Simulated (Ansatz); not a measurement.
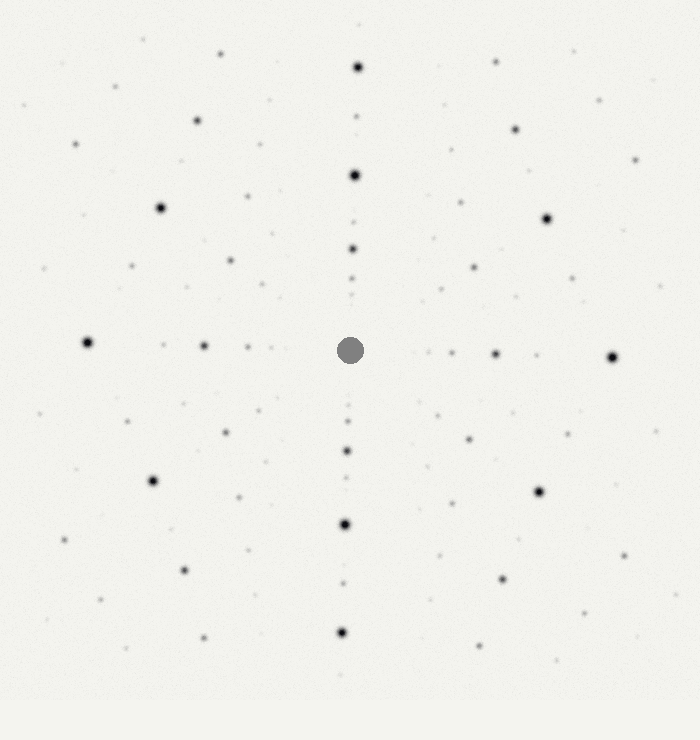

Simulated back-reflection Laue pattern (white X-rays, 0.45 to 2.2 Å, flat plate covering ±45° about the beam, kinematic intensities, seen from the source).

Which symmetry elements lie along the beam?

Answer. 2mm: a twofold axis with two mirror lines.

The crystal is Pt, space group Fm-3m (No. 225), a = 3.93 Å. Structure: the input geometry of an electronic-structure calculation (not necessarily at equilibrium).

Which direction points towards the source?

Answer. [110] or one equivalent to it by a rotation of the Laue group. In Laue class m-3m no other family of directions with a member of indices 0 and ±1 has this symmetry.
